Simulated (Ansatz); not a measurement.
**NO (nitric oxide) at 6 levels**

We compute a comparison of 6 runs (UB2PLYP/STO-3G, UBLYP/STO-3G, UCAM-B3LYP/STO-3G, RPA@PBE/STO-3G, UCCSDT(Q)/STO-3G, UCCSD(T)/STO-3G) of NO (nitric oxide). 

The results are computed with Ansatz 0.2.0.

32 further runs of the same task are left out: 2 that didn't finish, 30 set aside as unsound or not needed.

## Step 1: The molecule

NO: 2 atoms, total charge 0, spin state doublet. As SMILES, `[N]=O`. The O2–N1 distance was set to 2.279 Å, away from the relaxed value.

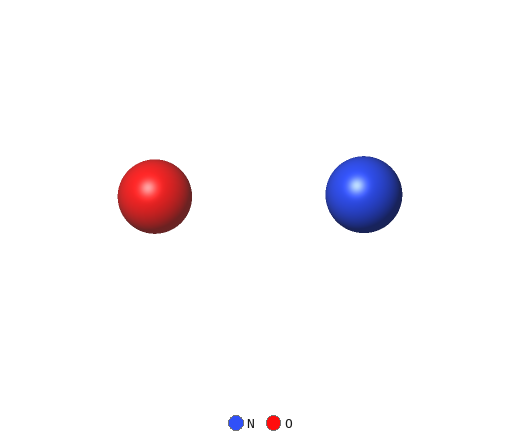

The structure, seen from a chosen angle (nitrogen blue, oxygen red).

## Step 2: The energy at UB2PLYP/STO-3G (run 1)

The input, run.yaml:

```yaml
crystal:
  periodic: [false, false, false]
  atoms:
    - {symbol: N, position_ang: [-1.450855, 0.531088, -0.731968]}
    - {symbol: O, position_ang: [0.483620, -0.177030, 0.243990]}
basis:
  gaussian: {orbitals: STO-3G}
magnetization: {spin_polarized: true, initial_magnetization: 1}
hamiltonian: {xc: {name: B2PLYP}}
correlation: {frozen_orbitals: {"N": 1, O: 1}}
accuracy: high
```

On the command line:

```bash
$ ansatz run run.yaml --threads 1 --pin off --max-ram 3480MiB --events-out events.jsonl --progress --plain --runs-dir runs
```

Standard output:

```text
Warning: RAYON_NUM_THREADS=1 ignored (pool sized by the plan → 1); use --threads N
Functional definition: B2PLYP
  name "B2PLYP"
  parameter a = 0.53
  parameter c = 0.27
  exchange = (1 - a)*b88_x + a*exact_x
  correlation = (1 - c)*lyp_c + c*(mp2_os + mp2_ss)
148 factors; integrals over basis functions are off by at most 2.0e-8 eV
mean field evaluation 1: about -3443.5275 eV, gradient 4.7e1 eV
mean field evaluation 2: about -3443.5257 eV, gradient 4.7e1 eV
mean field evaluation 4: about -3419.7718 eV, gradient 1.7e1 eV
mean field evaluation 8: about -3470.6388 eV, gradient 1.1e1 eV
mean field evaluation 16: about -3476.2472 eV, gradient 2.7e-8 eV
mean field evaluation 32: about -3477.6972 eV, gradient 5.7e-1 eV
mean field evaluation 64: about -3472.1465 eV, gradient 6.9e0 eV
mean field -3477.84901264 eV, -127.8085938439 hartree, gradient 4.8e-8 eV, S^2 2.669468; 5 other end points of the search recorded, 0 dependent functions left out
2 core orbitals not correlated: weight in the atoms' cores, before any rotation towards them, 1.000 or more for the frozen orbitals, at most 0.000 for the correlated occupied ones
reference -3477.84902357 eV, -127.8085942454 hartree; 6, 5 occupied and 2, 3 virtual orbitals, 148 factors
second order -0.03622510 eV of doubles, -0.00000000 eV of singles
Total energy: -3477.85880434 eV, -127.8089536823 hartree
```

Run time: 2.2 s. Hardware: 1 thread of Arm Neoverse V1, shared host; peak memory 0.093 GiB.

## Step 3: A single-point energy at UBLYP/STO-3G (run 2)

The input, run.yaml:

```yaml
crystal:
  periodic: [false, false, false]
  atoms:
    - symbol: "N"
      position_ang: [-1.450855, 0.531088, -0.731968]
    - symbol: O
      position_ang: [0.483620, -0.177030, 0.243990]
basis:
  gaussian:
    orbitals: STO-3G
magnetization:
  spin_polarized: true
  initial_magnetization: 1
hamiltonian:
  xc: {name: BLYP}
accuracy: high
```

On the command line:

```bash
$ ansatz run run.yaml --threads 1 --pin off --max-ram 3480MiB --events-out events.jsonl --progress --plain --runs-dir runs
```

Standard output:

```text
Warning: RAYON_NUM_THREADS=1 ignored (pool sized by the plan → 1); use --threads N
Functional definition: BLYP
  name "BLYP"
  parameter beta = 0.0042
  parameter a = 0.04918
  parameter b = 0.132
  parameter c = 0.2533
  parameter d = 0.349
  exchange = b88_x(beta = beta)
  correlation = lyp_c(a = a, b = b, c = c, d = d)
148 factors; integrals over basis functions are off by at most 2.0e-8 eV
mean field evaluation 1: about -3472.5005 eV, gradient 3.1e1 eV
mean field evaluation 2: about -3352.1503 eV, gradient 1.9e1 eV
mean field evaluation 4: about -3422.5374 eV, gradient 1.6e1 eV
mean field evaluation 8: about -3478.8961 eV, gradient 1.2e0 eV
mean field evaluation 16: about -3479.0680 eV, gradient 1.5e-6 eV
mean field evaluation 32: about -3480.0601 eV, gradient 1.2e-8 eV
mean field evaluation 64: about -3477.1577 eV, gradient 5.7e-1 eV
mean field -3480.06014659 eV, -127.8898515177 hartree, gradient 1.2e-8 eV, S^2 2.400807; 7 other end points of the search recorded, 0 dependent functions left out
reference -3480.06016978 eV, -127.8898523699 hartree; 8, 7 occupied and 2, 3 virtual orbitals, 148 factors
Total energy: -3480.06016978 eV, -127.8898523699 hartree
```

Wall time 1.9 s (1 thread of Arm Neoverse V1, shared host).

## Step 4: A single-point energy at UCAM-B3LYP/STO-3G (run 3)

The input, in.yaml:

```yaml
crystal:
  periodic: [false, false, false]
  atoms:
    - {symbol: "N", position_ang: [-1.450855, 0.531088, -0.731968]}
    - {symbol: O, position_ang: [0.483620, -0.177030, 0.243990]}
basis:
  gaussian:
    orbitals: STO-3G
magnetization:
  spin_polarized: true
  initial_magnetization: 1
hamiltonian:
  xc: {name: CAM-B3LYP}
accuracy: high
```

On the command line:

```bash
$ ansatz run in.yaml --threads 1 --pin off --max-ram 3480MiB --events-out events.jsonl --progress --plain --runs-dir runs
```

Standard output:

```text
Warning: RAYON_NUM_THREADS=1 ignored (pool sized by the plan → 1); use --threads N
Functional definition: CAM-B3LYP
  name "CAM-B3LYP"
  parameter alpha = 0.19
  parameter beta = 0.46
  parameter omega = 0.33/bohr
  parameter ac = 0.81
  exchange = (1 - alpha - beta)*b88_x + beta*b88_x_sr(omega) + alpha*exact_x + beta*exact_x_lr(omega)
  correlation = (1 - ac)*vwn5_c + ac*lyp_c
148 factors; integrals over basis functions are off by at most 2.0e-8 eV
91 factors; integrals over basis functions are off by at most 1.5e-9 eV
mean field evaluation 1: about -3450.3912 eV, gradient 4.9e1 eV
mean field evaluation 2: about -3353.9862 eV, gradient 3.0e1 eV
mean field evaluation 4: about -3423.9334 eV, gradient 2.2e1 eV
mean field evaluation 8: about -3475.0928 eV, gradient 5.0e0 eV
mean field evaluation 16: about -3478.4438 eV, gradient 2.7e-7 eV
mean field evaluation 32: about -3479.8411 eV, gradient 1.4e-7 eV
mean field -3479.84110242 eV, -127.8818017927 hartree, gradient 1.3e-8 eV, S^2 2.611739; 2 other end points of the search recorded, 0 dependent functions left out
reference -3479.84111062 eV, -127.8818020942 hartree; 8, 7 occupied and 2, 3 virtual orbitals, 148 factors
Total energy: -3479.84111062 eV, -127.8818020942 hartree
```

Run time: 1.9 s. Hardware: 1 thread of Arm Neoverse V1, shared host; peak memory 0.09 GiB.

Runs 4 to 5 aren't shown in full; the table further down has their settings and results.

## Step 5: The energy at UCCSD(T)/STO-3G (run 6)

The input, run.yaml:

```yaml
crystal:
  periodic: [false, false, false]
  atoms:
    - {symbol: N, position_ang: [-1.450855, 0.531088, -0.731968]}
    - {symbol: O, position_ang: [0.483620, -0.177030, 0.243990]}
basis:
  gaussian:
    orbitals: STO-3G
scf:
  omitted_lower_state_checks: [cluster_reference, increment]
magnetization:
  spin_polarized: true
  initial_magnetization: 1
accuracy: high
correlation:
  method: ccsd_t
  frozen_orbitals: {"N": 1, O: 1}
```

On the command line:

```bash
$ ansatz run run.yaml --threads 1 --pin off --max-ram 3480MiB --events-out events.jsonl --progress --plain --runs-dir runs
```

Standard output:

```text
Warning: RAYON_NUM_THREADS=1 ignored (pool sized by the plan → 1); use --threads N
[... 16 lines left out ...]
2 core orbitals not correlated: weight in the atoms' cores, before any rotation towards them, 1.000 or more for the frozen orbitals, at most 0.000 for the correlated occupied ones
[... 88 lines left out ...]
Total energy: -3470.18476370 eV, -127.5269378904 hartree
Checks for a lower state left out: cluster_reference, increment
```

Wall time 0.4 s (1 thread of Arm Neoverse V1, shared host).

## Step 6: Overview of the runs

```
run              level  frozen core orbitals  energy (Eh)   ⟨S²⟩  wall time
  1     UB2PLYP/STO-3G                     2  -127.808954  2.669      2.2 s
  2       UBLYP/STO-3G                     –  -127.889852  2.401      1.9 s
  3  UCAM-B3LYP/STO-3G                     –  -127.881802  2.612      1.9 s
  4     RPA@PBE/STO-3G                     2  -127.563763  2.439      2.3 s
  5   UCCSDT(Q)/STO-3G                     2  -127.526988  2.712      1.9 s
  6    UCCSD(T)/STO-3G                     2  -127.526938  2.712      0.4 s
```

## Step 7: Summary of results

| quantity | value |
| --- | --- |
| run 6: total energy | -127.52694 Eh |
| run 6: correlation energy (2 core orbitals frozen) | -3.9 mEh |
| run 6: (T) correction | -0.02 mEh |
| run 6: ⟨S²⟩ of the reference determinant | 2.712 |
| run 6: T1 diagnostic | 0.019 |

**Reading.** Totals of different functionals can't be ranked against each other. In runs 1, 2, 3, 4, 5, 6 the basis is minimal, so the values are rough. Spin contamination of the reference: run 5 ⟨S²⟩ = 2.71, run 6 ⟨S²⟩ = 2.71, run 1 ⟨S²⟩ = 2.67, run 3 ⟨S²⟩ = 2.61, run 4 ⟨S²⟩ = 2.44, run 2 ⟨S²⟩ = 2.40. Where it is this large, the reference is a mixture of spin states, and values that rest on it are in doubt. All runs together took 11 s, the longest 2.3 s.
